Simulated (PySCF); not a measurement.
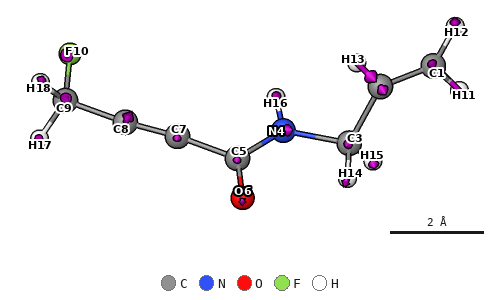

A relaxation of C$_{7}$H$_{8}$FNO. The starting structure is drawn; purple arrows show the displacements, 5 times their true length. The two geometries are superimposed by the best rigid fit.

Style: ball-and-stick. Shown from a free direction.

The start comes from GFN2-xTB. Its atoms were then displaced at random by about 0.01 Å.

The calculation used PySCF, PBE0-D3(BJ)/def2-SVP geometry optimisation, gas phase. 

### Atoms of which element are displaced furthest, and by how much?

Hydrogen: up to 0.24 Å, against 0.09 Å for fluorine.

### What happened in the run?

After 9 geometry steps the energy has fallen by 20.6 kJ/mol. An H atom moves most after the best rigid fit: 0.24 Å. By element the largest moves are H 0.24 Å, F 0.09 Å, C 0.07 Å, N 0.07 Å, O 0.04 Å. Among the contacts that change: C–N 1.499 → 1.444 Å, C–N 1.323 → 1.360 Å, H–N 0.985 → 1.012 Å, C–H 1.071 → 1.097 Å. Among the angles between lasting bonds that change: C–C–C 173.1° → 178.3°, C–C–C 174.7° → 179.3°, C–N–H 121.8° → 118.5°. Cost: 2.1 min on 1 thread of AMD EPYC 7R13 Processor (shared host).
